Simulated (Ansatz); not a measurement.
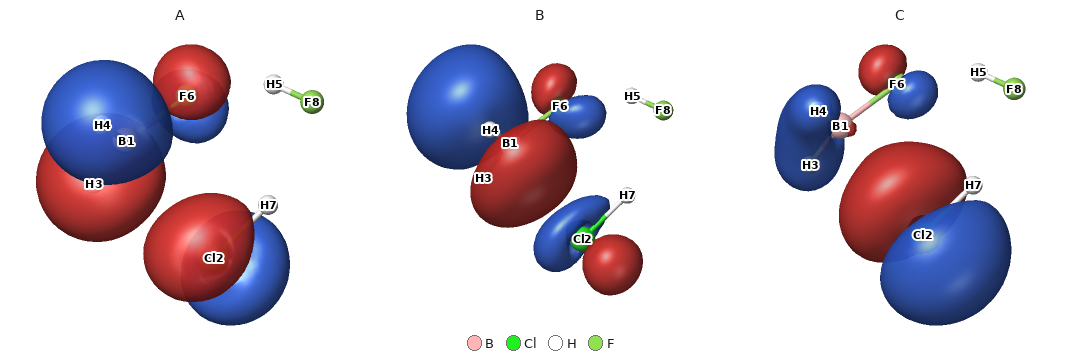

BFH2···HCl···HF. Three frontier orbitals at ±0.1 Å⁻³ᐟ² (red and blue are the two phases), in no order.

The product side of a reaction path; geometry: PBE0-D4/def2-TZVP.

Level of theory: Ansatz, RKS PBE0-D4/def2-TZVPP.

```xyz
8

B    -0.6563   -1.0967    0.0832
Cl    1.8196   -0.3703   -0.4359
H    -0.6239   -2.0072   -0.6855
H    -0.4164   -1.1701    1.2494
H    -0.5385    1.5951    0.0512
F    -1.2491    0.0404   -0.3446
H     1.4803    0.8440   -0.1315
F     0.1843    2.1646    0.2138
```

Order the three orbitals by energy and name them.

Answer. C is the HOMO−1 (−9.92 eV). By Hirshfeld shares it lies mainly on Cl2 (about 80 %) and B1 (about 5 %); largely a lone pair of Cl2. A is the HOMO (−9.44 eV). It lies mainly on B1 (about 25 %), Cl2 (about 25 %), H4 (about 20 %), H3 (about 15 %) and F6 (about 15 %). B is the LUMO (−0.77 eV). It lies mainly on B1 (about 60 %), Cl2 (about 10 %), F6 (about 10 %), H3 (about 10 %) and H4 (about 10 %).

What is the HOMO–LUMO gap?

Answer. 8.67 eV between the orbital energies.
